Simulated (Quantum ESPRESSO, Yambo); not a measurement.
# SiH2C (chair-type functionalised monolayer): G0W0 with Yambo, start to end, part 2 of 2

Aim: the G0W0 gap of SiH2C (chair-type functionalised monolayer) on PBE, step by step.

Quantum ESPRESSO 7.5 and Yambo 5.3.0; PBE and many-body steps on it, plane waves. Known limits of the many-body steps: not at the basis limit.

So far. Step 3 (Bands along the symmetry lines): The gap is 4.049 eV, as in the run before at this level. Step 4 (Empty states on the mesh, 9×9×1 mesh, 91 bands): On this mesh the gap is 4.049 eV.

## 5. Conversion and set-up

This step: Yambo 5.3.0; conversion and set-up on PBE, plane waves, norm-conserving pseudopotentials.

The states are converted to the many-body program's format and the q mesh is built.

On the command line:

```console
> (cd o/x.save; p2y > p2y.log; mv SAVE ../..); yambo > setup.log
```

Log:

```text
 Yambo, version 5.3.0

 [02] CORE Variables Setup
 =========================

  [02.01] Unit cells
  ==================

  Cell kind             :  HCP
  Atoms in the cell     :  C  Si  H
  number of C  atoms    :  1
  number of Si atoms    :  1
  number of H  atoms    :  2

  List of atomic masses
  Mass of C     :  12.01100
  Mass of Si    :  28.08500
  Mass of H     :  1.008000

  List of atomic coordinates    : [cc]
  C1       : -0.10615E-09   3.4078       15.067      order 1
  Si1       :   2.95127   1.70392  13.98377  order 2
  H1       : -0.10615E-09   3.4078       17.156      order 3
  H2       :   2.95127   1.70392  11.15410  order 4

  Alat factors          :   5.90254   5.11175  28.34589 [a.u.]
  Direct lattice volume :  855.2605 [a.u.]
  Direct lattice vectors:  A[ 1 ]  A[ 2 ]  A[ 3 ]
   A[ 1 ]:   1.0000     -0.73937E-10   0.0000      [iru]
    5.9025     -0.37795E-09   0.0000      [cc]
   A[ 2 ]: -0.500000  1.000000  0.000000  [iru]
  -2.951269  5.111748  0.000000  [cc]
   A[ 3 ]:  0.000000  0.000000  1.000000  [iru]
    0.00000   0.00000  28.34589  [cc]

  Recip. lattice volume :  0.290029 [a.u.]
  Recip. lattice vectors:  B[ 1 ]  B[ 2 ]  B[ 3 ]
   B[ 1 ]:  1.000000  0.500000  0.000000  [iku]
   1.064489  0.614583 -0.000000  [cc]
   B[ 2 ]:  0.73937E-10   1.0000       0.0000      [iku]
   0.78705E-10   1.2292      -0.0000      [cc]
   B[ 3 ]:  0.000000  0.000000  1.000000  [iku]
  -0.000000 -0.000000  0.221661  [cc]

  [02.02] Symmetries
  ==================

  Inversion symmetry    : yes
  Spatial inversion     : no
  Inversion index       :   7
  K-space Time-reversal : yes
  Magnetic symmetries   : no
  Time-reversal derived K-space symmetries:   7  12
  Group table correct   : yes
  Symmetries units      :  [cc]

   [S  1]:   1.0000      0.75319E-26   0.0000     -0.27774E-16   1.0000       0.0000       0.0000       0.0000       1.0000
   [S  2]: -0.500000  0.866025  0.000000 -0.866025 -0.500000  0.000000  0.000000  0.000000  1.000000
   [S  3]: -0.500000 -0.866025  0.000000  0.866025 -0.500000  0.000000  0.000000  0.000000  1.000000
   [S  4]:  -1.0000      0.12806E-09   0.0000      0.11091E-09   1.0000       0.0000       0.0000       0.0000       1.0000
   [S  5]:  0.500000  0.866025  0.000000  0.866025 -0.500000  0.000000  0.000000  0.000000  1.000000
   [S  6]:  0.500000 -0.866025  0.000000 -0.866025 -0.500000  0.000000  0.000000  0.000000  1.000000
   [S* 7]:  -1.0000     -0.75319E-26  -0.0000      0.27774E-16  -1.0000      -0.0000      -0.0000      -0.0000      -1.0000
   [S* 8]:  0.500000 -0.866025 -0.000000  0.866025  0.500000 -0.000000 -0.000000 -0.000000 -1.000000
   [S* 9]:  0.500000  0.866025 -0.000000 -0.866025  0.500000 -0.000000 -0.000000 -0.000000 -1.000000
   [S*10]:   1.0000     -0.12806E-09  -0.0000     -0.11091E-09  -1.0000      -0.0000      -0.0000      -0.0000      -1.0000
[...]
WF components:   9134
  K [ 3]         [rlu]:  0.86258E-28  0.22222       0.0000
         WF components:   9170
[...]
K [ 8]         [rlu]:  0.111111  0.333333  0.000000
[...]
K [ 9]         [rlu]:  0.111111  0.444444  0.000000
[...]
K [10]         [rlu]:  0.222222  0.222222  0.000000
[...]
K [11]         [rlu]:  0.222222  0.333333  0.000000
         WF components:   9226
  K [12]         [rlu]:  0.333333  0.333333  0.000000
         WF components:   9162

  [02.05] Energies & Occupations
  ==============================

  [X] === General ===
  [X] Electronic Temperature                        :  0.000000  0.000000 [eV K]
  [X] Bosonic    Temperature                        :  0.000000  0.000000 [eV K]
  [X] Finite Temperature mode                       : no
  [X] El. density                                   :  0.78904E+23 [cm-3]
  [X] Fermi Level                                   : -2.756984 [eV]

  [X] === Gaps and Widths ===
  [X] Conduction Band Min                           :  4.049283 [eV]
  [X] Valence Band Max                              :  0.000000 [eV]
  [X] Filled Bands                                  :   5
  [X] Empty Bands                                   :    6   91
  [X] Direct Gap                                    :  4.049283 [eV]
  [X] Direct Gap localized at k                     :  1
  [X] Indirect Gap                                  :  4.049283 [eV]
  [X] Indirect Gap between kpts                     :  1  1
  [X] Last valence band width                       :  2.145330 [eV]
  [X] 1st conduction band width                     :  1.735607 [eV]

  E @ K [ 1]:  [eV]
   -13.3716     -7.00258     -2.35328    -0.413244E-8   0.00000      4.04928      5.21835      5.72390
[...]
occ @ K [ 1]
[...]
E @ K [ 2]:  [eV]
[...]
occ @ K [ 2]
[...]
E @ K [ 3]:  [eV]
[...]
occ @ K [ 3]
[...]
E @ K [ 8]:  [eV]
[...]
occ @ K [ 8]
[...]
E @ K [ 9]:  [eV]
[...]
occ @ K [ 9]
[...]
E @ K [10]:  [eV]
[...]
occ @ K [10]
[...]
E @ K [11]:  [eV]
[...]
occ @ K [11]
[...]
E @ K [12]:  [eV]
[...]
occ @ K [12]
   2.000000  2.000000  2.000000  2.000000  2.000000  0.000000  0.000000  0.000000
   0.000000  0.000000  0.000000  0.000000  0.000000  0.000000  0.000000  0.000000

 [03] Transferred momenta grid and indexing
 ==========================================

 IBZ Q-points                                      :  12
 BZ  Q-points                                      :   81

 K/Q-points units:
 rlu = crystal or reduced units; cc = cartesian coordinates; iku = interal k-units

 Q [ 1]         [rlu]:  0.000000  0.000000  0.000000
 Q [ 2]         [rlu]: -0.35634E-17  0.11111       0.0000
 Q [ 3]         [rlu]: -0.71267E-17  0.22222       0.0000
[...]
Q [ 8]         [rlu]:  0.111111  0.333333  0.000000
 Q [ 9]         [rlu]:  0.111111  0.444444  0.000000
 Q [10]         [rlu]:  0.222222  0.222222  0.000000
 Q [11]         [rlu]:  0.222222  0.333333  0.000000
 Q [12]         [rlu]:  0.333333  0.333333  0.000000

  [03.01] X indexes
  =================

   [03.01.01] Sigma indexes
   ========================

 [06] Game Over & Game summary
```

Wall time 3 s (1 MPI rank of Arm Neoverse V1, shared host); peak memory 0.25 GiB.

## 6. Screening and self-energy, 9×9×1 mesh, 91 bands, screening to 142.9 eV

Now the one-shot GW correction: screening in the RPA, then the self-energy of the levels asked for.

This step: G0W0 on PBE, plane waves, norm-conserving pseudopotentials.

File gw1.in:

```
HF_and_locXC
gw0
dyson
ppa
em1d
rim_cut
rim_w
RandQpts= 3000000
RandGvec= 100 RL
CUTGeo= "slab z"
RandGvecW= 9 RL
EXXRLvcs= 74 Ry
VXCRLvcs= 296 Ry
Chimod= "HARTREE"
% BndsRnXp
 1 | 91 |
%
NGsBlkXp= 10.5 Ry
% LongDrXp
 1 | 1 | 0 |
%
% GbndRnge
 1 | 91 |
%
DysSolver= "n"
ExtendOut
PPAPntXp= 27.21138 eV
% QPkrange
 1 | 12 | 3 | 9 |
%
```

On the command line:

```console
> OMP_NUM_THREADS=1 mpirun -n 4 yambo -F gw1.in -J gw1 -C gw1 > gw1.log
```

Log:

```text
 Yambo, version 5.3.0

 [02] CORE Variables Setup
 =========================

  [... cell, symmetries and grids as in the set-up ...]

  [02.05] Energies & Occupations
  ==============================

  [X] === General ===
  [X] Electronic Temperature                        :  0.000000  0.000000 [eV K]
  [X] Bosonic    Temperature                        :  0.000000  0.000000 [eV K]
  [X] Finite Temperature mode                       : no
  [X] El. density                                   :  0.78904E+23 [cm-3]
  [X] Fermi Level                                   : -2.756984 [eV]

  [X] === Gaps and Widths ===
  [X] Conduction Band Min                           :  4.049283 [eV]
  [X] Valence Band Max                              :  0.000000 [eV]
  [X] Filled Bands                                  :   5
  [X] Empty Bands                                   :    6   91
  [X] Direct Gap                                    :  4.049283 [eV]
  [X] Direct Gap localized at k                     :  1
  [X] Indirect Gap                                  :  4.049283 [eV]
  [X] Indirect Gap between kpts                     :  1  1
  [X] Last valence band width                       :  2.145330 [eV]
  [X] 1st conduction band width                     :  1.735607 [eV]

 [03] Transferred momenta grid and indexing
 ==========================================

 IBZ Q-points                                      :  12
 BZ  Q-points                                      :   81

 K/Q-points units:
 rlu = crystal or reduced units; cc = cartesian coordinates; iku = interal k-units

 Q [ 1]         [rlu]:  0.000000  0.000000  0.000000
 Q [ 2]         [rlu]: -0.35634E-17  0.11111       0.0000
 Q [ 3]         [rlu]: -0.71267E-17  0.22222       0.0000
 Q [ 4]         [rlu]: -0.10690E-16  0.33333       0.0000
 Q [ 5]         [rlu]: -0.14253E-16  0.44444       0.0000
 Q [ 6]         [rlu]:  0.111111  0.111111  0.000000
 Q [ 7]         [rlu]:  0.111111  0.222222  0.000000
 Q [ 8]         [rlu]:  0.111111  0.333333  0.000000
 Q [ 9]         [rlu]:  0.111111  0.444444  0.000000
 Q [10]         [rlu]:  0.222222  0.222222  0.000000
 Q [11]         [rlu]:  0.222222  0.333333  0.000000
 Q [12]         [rlu]:  0.333333  0.333333  0.000000

 [04] Coloumb potential Random Integration (RIM)
 ===============================================

 Performing RIM of v_slab

  [04.01] RIM initialization
  ==========================

  * Diagonal components only detected *

  8 x (sBL volume)        :  0.028645 [a.u.]
  sBZ random points       :  3000000
  Points outside the sBZ  :  24001124
  RL volume               :  0.290029 [a.u.]
  Integrated volume       :  0.290015 [a.u.]

  [04.02] RIM integrals
  =====================

  Gamma point sphere radius             :  0.032068 [a.u.]
  Points outside the sphere             :  2398760
  [Int_sBZ(q=0) 1/q^2]*(Vol_sBZ)^(-1/3) =:  7.335629
                                 should be <:  7.795600

  Summary of Coulomb integrals for non-metallic bands |Q|[au] RIM/Bare

  Q [1] 0.100000E-4 0.940996 * Q [2] 0.136574 0.934517
  Q [6] 0.236553 1.002912 * Q [3] 0.273148 1.009558
  Q [7] 0.361341 1.013078 * Q [4] 0.409722 1.012188
  Q [10] 0.473106 1.010350 * Q [8] 0.492424 1.009807
  Q [5] 0.546296 1.008352 * Q [11] 0.595312 1.007187
  Q [9] 0.625860 1.006575 * Q [12] 0.709659 1.005169
  Non-periodic chartesian directions : none
  Optical renormalization            :  28.34589 [au]
  Polarizability dimension           : length

 [05] Coloumb potential CutOffslab
 =================================

 Cut directionsZ
 Slab Cutoff:Z
 Symmetry test passed : yes

 [06] Dipoles
 ============

  [06.01] Setup: observables and procedures
  =========================================

 [07] Dynamic Dielectric Matrix (PPA)
 ====================================

 [WR./gw1//ndb.pp]---------------------------------------------------------------
  Brillouin Zone Q/K grids (IBZ/BZ)                :   12   81   12   81
  RL vectors                                       :  11357 [WF]
  Coulomb cutoff potential                         : slab z
  Electronic Temperature                           :  0.000000 [K]
  Bosonic    Temperature                           :  0.000000 [K]
  PPA    diel. fun.  energies                      : Perdew, Burke & Ernzerhof(X)+Perdew, Burke & Ernzerhof(C)
  wavefunctions                                    : Perdew, Burke & Ernzerhof(X)+Perdew, Burke & Ernzerhof(C)
  Global Gauge                                     : length
  X matrix size                                    :   431
  X band range                                     :    1   91
  X e/h energy range                               : -1.000000 -1.000000 [eV]
  X Time ordering                                  : R
  X Hxc Kernel                                     : HARTREE
  X Drude frequency                                :  0.000000  0.000000
  X poles                                          :  100.0000 [o/o]
  RL vectors in the sum                            :  11357
  [r,Vnl] included                                 : yes
  Field direction                                  :  0.707107E-5  0.707107E-5   0.00000
  BZ energy Double Grid                            : no
  BZ energy DbGd points                            : 0
  BZ Q point size factor                           : -1.000000
  X Optical Averaged directions                    : none

 [08] Local Exchange-Correlation + Non-Local Fock
 ================================================

 [VXC] Plane waves :   73325
 [EXS] Plane waves :   9077

 QP @ state[ 1 ] K range:   1  12
 QP @ state[ 1 ] b range:   3   9

 [xc] Functional : Perdew, Burke & Ernzerhof(X)+Perdew, Burke & Ernzerhof(C)
 [xc] LIBXC used to calculate xc functional
  PP Number of Atomic Species                      :  3
  NLCC RL compoments                               :   73325
  PP Number of Atomic Species                      :  3
  NLCC RL compoments                               :   73325

 [xc] E_xc :  -3.704497 [Ha]
      E_xc :  -7.408994 [Ry]

  Local XC kind (lXC) : Perdew, Burke & Ernzerhof(X)+Perdew, Burke & Ernzerhof(C)
  Non-Local XC kind (nlXC) : Hartree-Fock

  Corrections @ K [1] :  [eV]
 <3|nlXC|3> = -16.23601 -0.76740E-18 <3|lXC|3> = -11.91882  0.47204E-16
 <4|nlXC|4> = -17.54738 -0.29487E-17 <4|lXC|4> = -14.69162 -0.37763E-15
 <5|nlXC|5> = -17.54738 -0.18771E-17 <5|lXC|5> = -14.69162 -0.18882E-15
 <6|nlXC|6> = -1.484811 -0.96943E-19 <6|lXC|6> = -3.851497 -0.47204E-16
 <7|nlXC|7> = -0.741036  0.14145E-19 <7|lXC|7> = -2.141328  0.10260E-22
 <8|nlXC|8> = -6.611101 -0.89508E-18 <8|lXC|8> = -11.52395  0.18882E-15
 <9|nlXC|9> = -1.098300 -0.19767E-18 <9|lXC|9> = -2.614658 -0.23602E-16

  Corrections @ K [2] :  [eV]
 <3|nlXC|3> = -16.37669  0.16110E-16 <3|lXC|3> = -12.07483 -0.13689E-29
 <4|nlXC|4> = -17.26965 -0.74880E-17 <4|lXC|4> = -14.09591 -0.47815E-31
 <5|nlXC|5> = -17.46879 -0.36339E-17 <5|lXC|5> = -14.51992  0.63068E-31
[...]
Corrections @ K [3] :  [eV]
[...]
Corrections @ K [4] :  [eV]
[...]
Corrections @ K [5] :  [eV]
[...]
[... 6 further k-points ...]
  Corrections @ K [12] :  [eV]
[...]
<5|nlXC|5> = -16.40856  0.25132E-17 <5|lXC|5> = -12.19198 -0.14161E-15
 <6|nlXC|6> = -4.210180 -0.11508E-17 <6|lXC|6> = -8.844707  0.70806E-16
 <7|nlXC|7> = -3.839378  0.76497E-20 <7|lXC|7> = -8.505964 -0.94408E-16
 <8|nlXC|8> = -3.726660  0.12780E-17 <8|lXC|8> = -8.433614 -0.47204E-16
 <9|nlXC|9> = -2.259531 -0.60568E-19 <9|lXC|9> = -6.005763 -0.70806E-16

  [08.01] Hartree-Fock occupations report
  =======================================

  [Hartree-Fock] === General ===
  [Hartree-Fock] Electronic Temperature             :  0.000000  0.000000 [eV K]
  [Hartree-Fock] Bosonic    Temperature             :  0.000000  0.000000 [eV K]
  [Hartree-Fock] Finite Temperature mode            : no
  [Hartree-Fock] El. density                        :  0.78904E+23 [cm-3]
  [Hartree-Fock] Fermi Level                        : -2.756984 [eV]

  [Hartree-Fock] === Gaps and Widths ===
  [Hartree-Fock] Conduction Band Min                :  6.415969 [eV]
  [Hartree-Fock] Valence Band Max                   : -2.855759 [eV]
  [Hartree-Fock] Filled Bands                       :   5
  [Hartree-Fock] Empty Bands                        :    6   91
  [Hartree-Fock] Direct Gap                         :  9.271728 [eV]
  [Hartree-Fock] Direct Gap localized at k          :  1
  [Hartree-Fock] Indirect Gap                       :  9.271728 [eV]
  [Hartree-Fock] Indirect Gap between kpts          :  1  1
  [Hartree-Fock] Last valence band width            :  3.506147 [eV]
  [Hartree-Fock] 1st conduction band width          :  3.971453 [eV]

 [09] Dyson equation: Newton solver
 ==================================

  [09.01] RIM-W interpolation
  ===========================

  [WARNING] RIM-W works only for 2D semiconductors with slab cutoff
  Found compatible q grid: 2D
  q_min[ 1 ]:  0.11111      0.36545E-11   0.0000     [rlu]
   0.111111  0.055556  0.000000 [iku]
  q_min[ 2 ]:  0.35634E-17  0.11111       0.0000     [rlu]
   0.82152E-11  0.11111       0.0000     [iku]
  G-vectors :   9
  G-vectors loaded:   61
  Number of interpolated frequencies:  2

  Evaluating coefficients q = 0
  Evaluating coefficients q = 0

  [09.02] RIM-W integrals
  =======================

  8 x (sBL volume)        :  0.028645 [a.u.]
  sBZ random points       :  3000000
  Points outside the sBZ  :  24001124
  RL volume               :  0.290029 [a.u.]
  Integrated volume       :  0.290015 [a.u.]

  [09.03] RIM integrals
  =====================

  Comparison between head Wc = W - v averages: < Wc > [au] RIM-W/RIM

   < -Wc [Q = 1] > 0.122347E-1 0.798202E-5 * < -Wc [Q = 2] > 0.003241 0.003137
   < -Wc [Q = 3] > 0.695951E-3 0.685185E-3 * < -Wc [Q = 4] > 0.250563E-3 0.247965E-3
   < -Wc [Q = 5] > 0.117182E-3 0.116374E-3 * < -Wc [Q = 6] > 0.985818E-3 0.968967E-3
   < -Wc [Q = 7] > 0.348808E-3 0.345142E-3 * < -Wc [Q = 8] > 0.156071E-3 0.155031E-3
   < -Wc [Q = 9] > 0.817481E-4 0.813739E-4 * < -Wc [Q = 10] > 0.175059E-3 0.174004E-3
   < -Wc [Q = 11] > 0.950740E-4 0.947134E-4 * < -Wc [Q = 12] > 0.588491E-4 0.587019E-4

  Comparison between head Wc = W - v averages: < Wc > [au] RIM-W/RIM

   < -Wc [G = 1,G`=0] > 0.122347E-1 0.798202E-5 * < -Wc [G = 2,G`=0] >-0.987726E-3  0.00000
   < -Wc [G = 3,G`=0] >-0.987699E-3  0.00000 * < -Wc [G = 4,G`=0] > 0.432655E-4  0.00000
   < -Wc [G = 5,G`=0] > 0.432623E-4  0.00000 * < -Wc [G = 6,G`=0] > 0.100200E-5  0.00000
   < -Wc [G = 7,G`=0] > 0.100664E-5  0.00000 * < -Wc [G = 8,G`=0] >-0.319284E-5  0.00000
   < -Wc [G = 9,G`=0] >-0.319321E-5  0.00000

 [10] G0W0 (W PPA)
 =================

 [  GW  ] Bands range     :    1   91
 [GW/PPA] G damping       :  0.100000 [eV]

 QP @ state[ 1 ] K range:   1  12
 QP @ state[ 1 ] b range:   3   9

  Sc/G bands                                       :    1   91
  Sc/G damping                                     :  0.100000 ev
  Sc bands terminator                              : no
  Sx RL components                                 :   9077

  QP @ state[ 1 ] K range                          :   1  12
  QP @ state[ 1 ] b range                          :   3   9
  GF energies kind                                 : Perdew, Burke & Ernzerhof(X)+Perdew, Burke & Ernzerhof(C)
  GF WF`s kind                                     : Perdew, Burke & Ernzerhof(X)+Perdew, Burke & Ernzerhof(C)
  Xs energies kind                                 : Perdew, Burke & Ernzerhof(X)+Perdew, Burke & Ernzerhof(C)
  Xs WF`s kind                                     : Perdew, Burke & Ernzerhof(X)+Perdew, Burke & Ernzerhof(C)

 [14] Game Over & Game summary
```

Elapsed: 22 min, on 4 MPI ranks; peak memory 2.2 GiB; 89 min of CPU time.

This step gave:

* G0W0 gap on the mesh: 5.648 eV
* starting gap on the mesh: 4.049 eV
* k of the valence top: 0, 0, 0
* k of the conduction bottom: 0, 0, 0
* least direct G0W0 gap on the computed points: 5.648 eV
* Z at the valence top: 0.8043
* Z at the conduction bottom: 0.9055

The gap on the mesh goes from 4.05 eV to 5.65 eV, a correction of +1.60 eV.

Limits: finite bands, cutoff and mesh. v1 is the top filled band, c1 the lowest empty one. The levels before and after the correction (eV, zero at the valence-band top of each column):

|  | conduction bottom | valence top |
| --- | --- | --- |
| Kohn-Sham | 4.05 | 0.00 |
| G0W0 | 5.65 | 0.00 |

|  | level | energy (eV) |
| --- | --- | --- |
| Kohn-Sham | Γ v3 | -2.353 |
| Kohn-Sham | Γ v2-v1 | 0.000 |
| Kohn-Sham | Γ c1 | 4.049 |
| Kohn-Sham | Γ c2 | 5.218 |
| Kohn-Sham | Γ c3 | 5.724 |
| Kohn-Sham | Γ c4 | 6.359 |
| G0W0 | Γ v3 | -3.403 |
| G0W0 | Γ v2-v1 | 0.000 |
| G0W0 | Γ c1 | 5.648 |
| G0W0 | Γ c2 | 6.434 |
| G0W0 | Γ c3 | 8.011 |
| G0W0 | Γ c4 | 7.625 |

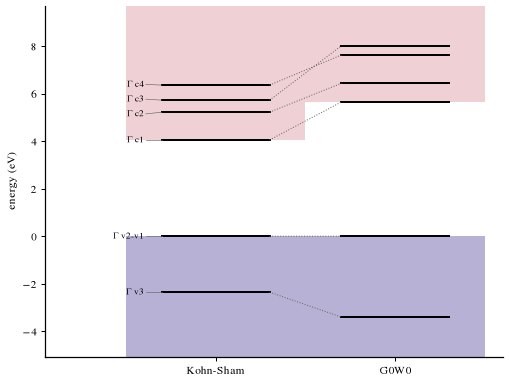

Levels before and after the correction. Shaded: valence and conduction bands.

## 7. Where the time went

Times are wall times on the hardware named with each run, good to a factor of about two.

| step | time | share | memory (GiB) |
| --- | --- | --- | --- |
| ground state | 11 s | 1 % | 0.39 |
| bands along the symmetry lines | 6.8 s | 0 % | 0.31 |
| empty states on the mesh | 20 s | 1 % | 0.56 |
| conversion and set-up | 3 s | 0 % | 0.25 |
| screening and self-energy | 22 min | 97 % | 2.2 |

## 8. Summary of results

```
PBE gap              : 4.05 eV, direct
G0W0 gap on the mesh : 5.65 eV
GW settings          : 9×9×1 mesh, 91 bands, screening to 142.9 eV, Godby-Needs plasmon pole
known limits         : not at the basis limit
```

G0W0 moves the gap on the mesh from 4.05 eV to 5.65 eV (+1.60 eV), with Z of 0.80 and 0.91 at the edges. The dearest step here is «screening and self-energy». Bands and cutoff are finite, so the gap is not at the basis limit. The miss can reach some tenths of an eV and take either sign; the mesh is an error of its own.

[Paths, hosts, dates, memory and timing lines, banners, echoed tables and standing remarks are left out of the program output.]

[Logs are printed without paths, hosts, clocks, repeated set-up lines and the standing remarks that a program may print on its own settings, such as how far it seeks lower states.]

[Runs of the session that timed out or met a known fault of the program may be left out.]

[Hosts, paths, dates, database ids (printed as entryN), source tags and the programs' standing remarks are cut or masked in the printed files.]
